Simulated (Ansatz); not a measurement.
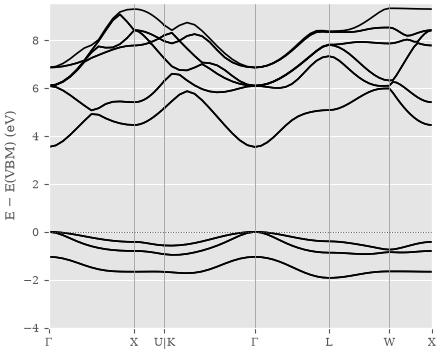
Figure: Band structure from DFT-PBEsol with spin–orbit coupling in the program Ansatz with PAW potentials

Task: Read off the gap and where the band edges lie.

Result: About 3.5 eV (3.55 eV by a search for the band edges); maximum at Γ, minimum at Γ.

The material is KI (rock salt, Fm-3m).

The PBEsol relaxation kept the symmetry of its start.

Potentials: the later of the program's two PAW sets.
